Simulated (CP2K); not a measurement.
# r2SCAN/def2-TZVPP run of BHO2 (SMILES O=BO)

Aim: the vertical ionisation energy of BHO2 at r2SCAN/def2-TZVPP, from 2 runs. 

The calculation is run with CP2K 2026.2.

### 1 Starting point

BHO2: 4 atoms, total charge 0, spin state singlet. SMILES: `O=BO`. The shape is that of a PBE0-D4/def2-TZVP optimisation.

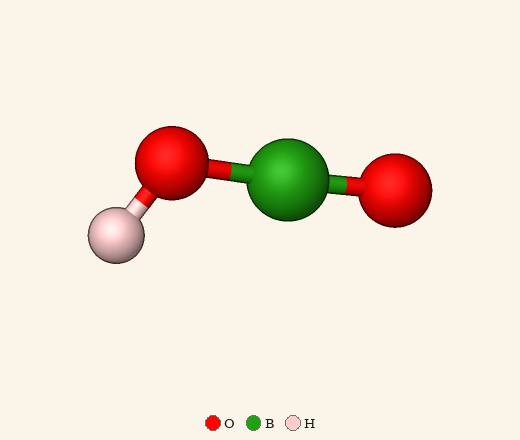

Viewed from a chosen angle; oxygen red, boron green, hydrogen pink.

### 2 A single-point energy at r2SCAN/def2-TZVPP

Contents of gas.inp:

```
&GLOBAL
 PROJECT_NAME gas
 RUN_TYPE ENERGY
 PRINT_LEVEL MEDIUM
&END GLOBAL

&FORCE_EVAL
 METHOD QUICKSTEP
 &DFT
  BASIS_SET_FILE_NAME ./def2_tzvpp.basis
  POTENTIAL_FILE_NAME POTENTIAL
  &QS
   METHOD GAPW
   EPS_DEFAULT 1.0E-10
  &END QS
  &MGRID
   CUTOFF 280
   REL_CUTOFF 50
   NGRIDS 4
  &END MGRID
  &POISSON
   PERIODIC NONE
   POISSON_SOLVER MULTIPOLE
  &END POISSON
  &SCF
   SCF_GUESS ATOMIC
   EPS_SCF 1.0E-06
   MAX_SCF 50
   &OT
    MINIMIZER DIIS
    PRECONDITIONER FULL_SINGLE_INVERSE
   &END OT
   &OUTER_SCF
    EPS_SCF 1.0E-06
    MAX_SCF 8
   &END OUTER_SCF
  &END SCF
  &XC
   &XC_FUNCTIONAL
    &MGGA_X_R2SCAN
    &END MGGA_X_R2SCAN
    &MGGA_C_R2SCAN
    &END MGGA_C_R2SCAN
   &END XC_FUNCTIONAL
  &END XC
  &PRINT
   &MOMENTS
    PERIODIC F
    REFERENCE COM
    MAX_MOMENT 1
   &END MOMENTS
   &MO_CUBES
    NLUMO 5
    NHOMO -1
    WRITE_CUBE F
   &END MO_CUBES
   &LOWDIN ON
   &END LOWDIN
   &HIRSHFELD OFF
   &END HIRSHFELD
   &MO_MOLDEN ON
    NDIGITS 8
    NLUMO 5
   &END MO_MOLDEN
  &END PRINT
 &END DFT
 &SUBSYS
  &CELL
   ABC 9.7 7.9 8.2
   PERIODIC NONE
  &END CELL
  &COORD
   O      3.491300     4.388500     4.707100
   B      4.622500     3.997000     4.527200
   O      5.863100     3.563000     4.387200
   H      6.208700     3.511500     3.492900
  &END COORD
  &KIND O
   BASIS_SET def2-TZVPP
   POTENTIAL ALL
   LEBEDEV_GRID 194
   RADIAL_GRID 100
  &END KIND
  &KIND B
   BASIS_SET def2-TZVPP
   POTENTIAL ALL
   LEBEDEV_GRID 194
   RADIAL_GRID 100
  &END KIND
  &KIND H
   BASIS_SET def2-TZVPP
   POTENTIAL ALL
   LEBEDEV_GRID 194
   RADIAL_GRID 100
  &END KIND
 &END SUBSYS
&END FORCE_EVAL
```

Launch:

```console
OMP_NUM_THREADS=1 cp2k.psmp -i gas.inp -o gas.out
```

Output, cut to the lines that bear on the results:

```text
CP2K| version string:                                       CP2K version 2026.2
[...]
 GLOBAL| Method name                                                        CP2K
[...]
 GLOBAL| Run type                                                         ENERGY
[...]
 DFT| Spin restricted Kohn-Sham (RKS) calculation                            RKS
 DFT| Multiplicity                                                             1
[...]
 DFT| Charge                                                                   0
[...]
 FUNCTIONAL| MGGA_X_R2SCAN:
[...]
 FUNCTIONAL| MGGA_C_R2SCAN:
[...]
 QS| Method:                                                                GAPW
[...]
 QS| Density cutoff [a.u.]:                                                140.0
[...]
 QS| Relative density cutoff [a.u.]:                                        25.0
[...]
                             - Atoms:                                          4
[...]
                             - Spherical basis functions:                    107
[...]
 Number of electrons:                                                         22
[...]
     1 OT DIIS     0.80E-01    1.1     0.62729660      -170.0375259660 -1.70E+02
[...]
     8 OT DIIS     0.80E-01    1.0     0.00000094      -175.9722501039 -3.84E-11
  *** SCF run converged in     8 steps ***
[...]
  Overlap energy of the core charge distribution:               0.00009115686520
  Self energy of the core charge distribution:               -163.48305222341338
  Core Hamiltonian energy:                                    -18.69931541491019
  Hartree energy:                                              44.32585737738740
  Exchange-correlation energy:                                 -7.85804806376832
[...]
                     Mulliken Population Analysis
 #  Atom  Element  Kind  Atomic population                           Net charge
       1     O        1          8.273429                             -0.273429
       2     B        2          4.676636                              0.323364
       3     O        1          8.294420                             -0.294420
       4     H        3          0.755516                              0.244484
 # Total charge                             22.000000                 -0.000000
[...]
  Dipole moment [Debye]
    X=  0.3153467E+01 Y= -0.9797643E+00 Z= -0.1987810E+01  Total=      3.8543069
[...]
 HOMO - LUMO gap [eV] :    7.451023
 ENERGY| Total FORCE_EVAL ( QS ) energy [hartree]           -175.972250103914376
[...]
```

It took 1.9 min on 1 thread of Arm Neoverse V2, shared host; peak memory 0.46 GiB.

### 3 The doublet cation at the same level

Contents of job.inp:

```
&GLOBAL
  PROJECT job
  RUN_TYPE ENERGY
  PRINT_LEVEL MEDIUM
&END GLOBAL
&FORCE_EVAL
  METHOD QS
  &DFT
    BASIS_SET_FILE_NAME ./def2_tzvpp.basis
    POTENTIAL_FILE_NAME POTENTIAL
    CHARGE 1
    MULTIPLICITY 2
    UKS T
    &QS
      METHOD GAPW
      EPS_DEFAULT 1.0E-10
    &END QS
    &MGRID
      CUTOFF 280
      REL_CUTOFF 50
      NGRIDS 4
    &END MGRID
    &POISSON
      PERIODIC NONE
      POISSON_SOLVER MULTIPOLE
    &END POISSON
    &SCF
      SCF_GUESS ATOMIC
      EPS_SCF 1.0E-06
      MAX_SCF 40
      &OT
        MINIMIZER DIIS
        PRECONDITIONER FULL_ALL
      &END OT
      &OUTER_SCF
        EPS_SCF 1.0E-06
        MAX_SCF 8
      &END OUTER_SCF
    &END SCF
    &XC
      &XC_FUNCTIONAL
        &MGGA_X_R2SCAN
        &END MGGA_X_R2SCAN
        &MGGA_C_R2SCAN
        &END MGGA_C_R2SCAN
      &END XC_FUNCTIONAL
    &END XC
    &PRINT
      &MOMENTS
        PERIODIC F
        REFERENCE COM
        MAX_MOMENT 1
      &END MOMENTS
      &MO_CUBES
        NLUMO 3
        NHOMO -1
        WRITE_CUBE F
      &END MO_CUBES
      &LOWDIN ON
      &END LOWDIN
      &HIRSHFELD OFF
      &END HIRSHFELD
    &END PRINT
  &END DFT
  &SUBSYS
    &CELL
      ABC 9.7 7.9 8.2
      PERIODIC NONE
    &END CELL
    &COORD
      O      3.491300     4.388500     4.707100
      B      4.622500     3.997000     4.527200
      O      5.863100     3.563000     4.387200
      H      6.208700     3.511500     3.492900
    &END COORD
    &KIND O
      BASIS_SET def2-TZVPP
      POTENTIAL ALL
      LEBEDEV_GRID 194
      RADIAL_GRID 100
    &END KIND
    &KIND B
      BASIS_SET def2-TZVPP
      POTENTIAL ALL
      LEBEDEV_GRID 194
      RADIAL_GRID 100
    &END KIND
    &KIND H
      BASIS_SET def2-TZVPP
      POTENTIAL ALL
      LEBEDEV_GRID 194
      RADIAL_GRID 100
    &END KIND
  &END SUBSYS
&END FORCE_EVAL
```

Launch:

```console
OMP_NUM_THREADS=1 cp2k.psmp -i job.inp -o job.out
```

Output, cut to the lines that bear on the results:

```text
CP2K| version string:                                       CP2K version 2026.2
[...]
 GLOBAL| Method name                                                        CP2K
[...]
 GLOBAL| Run type                                                         ENERGY
[...]
 DFT| Spin unrestricted (spin-polarized) Kohn-Sham calculation               UKS
 DFT| Multiplicity                                                             2
[...]
 DFT| Charge                                                                   1
[...]
 FUNCTIONAL| MGGA_X_R2SCAN:
[...]
 FUNCTIONAL| MGGA_C_R2SCAN:
[...]
 QS| Method:                                                                GAPW
[...]
 QS| Density cutoff [a.u.]:                                                140.0
[...]
 QS| Relative density cutoff [a.u.]:                                        25.0
[...]
                             - Atoms:                                          4
[...]
                             - Spherical basis functions:                    107
[...]
 Number of electrons:                                                         11
[...]
     1 OT DIIS     0.15E+00    1.9     0.11360248      -168.5674965330 -1.69E+02
[...]
    11 OT DIIS     0.15E+00    2.1     0.00000074      -175.5275147326 -1.76E-09
  *** SCF run converged in    11 steps ***
[...]
  Overlap energy of the core charge distribution:               0.00009115686520
  Self energy of the core charge distribution:               -163.48305222341338
  Core Hamiltonian energy:                                    -19.09047273940425
  Hartree energy:                                              44.96121896798459
  Exchange-correlation energy:                                 -7.53419733696759
[...]
                     Mulliken Population Analysis
 #  Atom  Element  Kind  Atomic population (alpha,beta) Net charge  Spin moment
       1     O        1         4.297905     3.529407     0.172687     0.768498
       2     B        2         2.213029     2.276772     0.510199    -0.063743
       3     O        1         4.147330     3.843572     0.009098     0.303758
       4     H        3         0.341736     0.350249     0.308015    -0.008513
 # Total charge and spin       11.000000    10.000000     1.000000     1.000000
[...]
  Dipole moment [Debye]
    X=  0.1926102E+01 Y= -0.5339157E+00 Z= -0.1957643E+01  Total=      2.7977318
[...]
 HOMO - LUMO gap [eV] :    1.847281
 ENERGY| Total FORCE_EVAL ( QS ) energy [hartree]           -175.527514732630323
[...]
```

Wall time 1.8 min (1 thread of Arm Neoverse V2, shared host); peak memory 0.57 GiB.

### 4 Outcome

At r2SCAN/def2-TZVPP:

```
                                          quantity          value
                        singlet BHO2: total energy  -175.97225 Eh
                       singlet BHO2: dipole moment         3.85 D
                         singlet BHO2: HOMO energy       -8.08 eV
                         singlet BHO2: LUMO energy       -0.63 eV
                       singlet BHO2: HOMO–LUMO gap        7.45 eV
                      doublet cation: total energy  -175.52751 Eh
doublet cation: HOMO energy (highest over α and β)      -17.83 eV
 doublet cation: LUMO energy (lowest over α and β)      -15.99 eV
                              doublet cation: ⟨S²⟩          0.763
vertical ionisation energy (to the doublet cation)      12.102 eV
```

In words: The vertical ionisation energy comes to 12.10 eV (279 kcal/mol). −ε(HOMO) before ionisation, 8.08 eV, is 4.02 eV below this ionisation energy.
